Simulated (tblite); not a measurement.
C5H13AlF3N: frequency calculation

- system: C5H13AlF3N
- method: GFN2-xTB harmonic vibrations, gas phase (tblite 0.8.0)

It belongs to a series of runs on one base structure; here: H on Al replaced by CH2CF3.

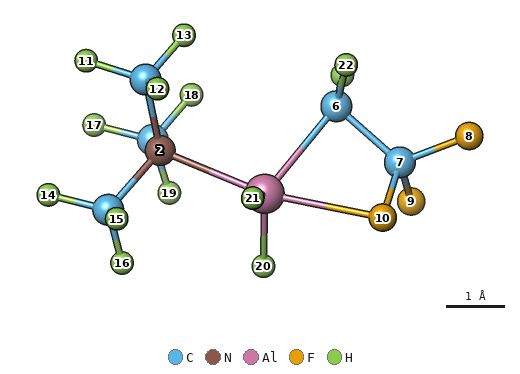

**Figure 1.** The input geometry (ball-and-stick view, seen at a tilt; atoms are numbered from 1 in the order of the input). Sticks mark near contacts.

Summary:

```json
{"quantity": "outcome", "value": "converged"}
{"quantity": "total energy", "value": "−968.2238 eV"}
{"quantity": "zero-point energy", "value": "108.1950 kcal/mol"}
{"quantity": "hardware", "value": "1 CPU thread, shared host"}
{"quantity": "wall time", "value": "3.2 s"}
{"quantity": "peak memory", "value": "0.18 GiB"}
```

The input:
```
{"job": {"kind": "ir", "xc": "GFN2-xTB", "basis": "xTB"}, "charge": 0, "multiplicity": 1}
C     -1.342070     1.364457    -0.610527
N     -1.153297     0.030580    -0.063468
C     -2.109670    -0.213997     0.999869
C     -1.284091    -0.985030    -1.096530
Al     0.635166    -0.116997     0.895180
C      1.958633     0.320184    -0.620802
C      3.019148    -0.259785     0.238818
F      4.255002     0.270276     0.144792
F      3.173188    -1.578618     0.088947
F      2.677384    -0.097996     1.566634
H     -2.362276     1.508354    -0.980617
H     -1.134337     2.093476     0.172662
H     -0.635414     1.523533    -1.423773
H     -3.142399    -0.165780     0.641334
H     -1.961966     0.525718     1.783957
H     -1.919146    -1.196889     1.426836
H     -2.297059    -1.010232    -1.511105
H     -0.571535    -0.782455    -1.894772
H     -1.045575    -1.956567    -0.663049
H      0.544253    -1.615328     1.328295
H      0.435390     1.067438     1.899859
H      2.172707     1.395182    -0.687661
H      2.083211    -0.092537    -1.624798
```

The first line tells a small driver script what to run in tblite; the rest is the geometry in Å.

Run as:
```bash
OMP_NUM_THREADS=1 python <driver script> task.json out
```

What the program printed:
```
mode    cm-1     km/mol
  1      43.8      0.27
  2      55.0      0.03
  3      93.2      1.33
  4     104.1      0.97
  5     130.4     12.36
  6     142.0      3.19
  7     160.3      2.40
  8     196.3      0.21
  9     238.1      0.43
 10     253.0      0.41
 11     275.8      8.46
 12     308.9      4.09
 13     343.6     32.95
 14     363.0     10.97
 15     421.1      0.30
 16     423.5      0.42
 17     457.8      3.76
 18     473.8      1.50
 19     498.6     32.64
 20     549.2     44.64
 21     572.1    105.96
 22     614.8     31.87
 23     678.0     34.21
 24     737.3    324.73
 25     757.4    445.94
 26     814.3    198.73
 27     884.8     26.75
 28     907.1    238.74
 29     985.0    216.30
 30    1021.0      0.03
 31    1043.1      8.64
 32    1044.2     11.70
 33    1074.7      9.68
 34    1078.3      8.69
 35    1147.3     69.51
 36    1157.1    264.42
 37    1210.1    238.42
 38    1221.4     11.57
 39    1263.9      3.37
 40    1271.2      4.70
 41    1402.0      4.81
 42    1404.9      2.36
 43    1427.4      4.79
 44    1440.2     12.78
 45    1454.8      0.22
 46    1465.2      0.54
 47    1468.4      0.49
 48    1471.0     13.41
 49    1472.7     16.38
 50    1487.9     35.30
 51    1683.3    234.44
 52    1703.9    309.78
 53    2904.0     26.25
 54    2941.6      8.87
 55    2942.9      7.62
 56    2947.3    121.53
 57    2962.5     18.37
 58    3001.8      4.90
 59    3005.0      6.77
 60    3015.5      1.23
 61    3019.3     19.87
 62    3020.8     20.56
 63    3026.4     15.83
```

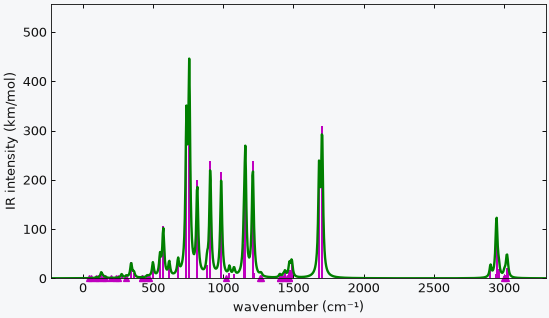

**Figure 2.** Harmonic infrared spectrum, unscaled: sticks (degenerate modes added up, dark ones marked on the axis) with a Lorentzian envelope of 16 cm⁻¹ full width, scaled to the tallest stick. 63 modes from 44 to 3026 cm⁻¹, none imaginary. The strongest line is at 757 cm⁻¹ (446 km/mol).
